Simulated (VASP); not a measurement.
Here is the system:

```yaml
crystal:
  lattice:
    - [3.43464, 0.00000, 0.00000]
    - [0.00000, 2.22643, 2.93741]
    - [0.00000, -2.22643, 2.93741]
  atoms:
    - { symbol: Tm, position: [0.00000, 0.99333, 0.99333] }
    - { symbol: Co, position: [0.50000, 0.60937, 0.60937] }
    - { symbol: C, position: [0.50000, 0.14341, 0.45370] }
    - { symbol: C, position: [0.50000, 0.45370, 0.14341] }
```

Computed with PBEsol GGA, VASP's PBE PAW potentials (set 64) (plane waves; VASP 6.6.1). Run with 520 eV cut-off, 10×10×10 Γ-centred mesh, tetrahedra with Blöchl corrections, potentials Tm_3 Co C.

The 4f electrons are frozen in the core of the lanthanide potential, so 4f levels, which can set the real gap, and their magnetism are missing.

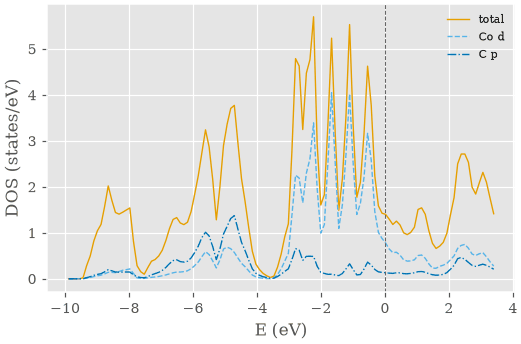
Figure. Total and projected density of states, zero at the Fermi level

Within 2 eV below the Fermi level the largest weight inside VASP's projection spheres is Co d.

It has no gap at this level: it comes out as a metal or semimetal.

The structure comes from a computed database's TmCoC2 entry (Amm2); how it stands against other phases isn't given here. It was relaxed first. The run is not spin-polarised, so no magnetic state was tried.
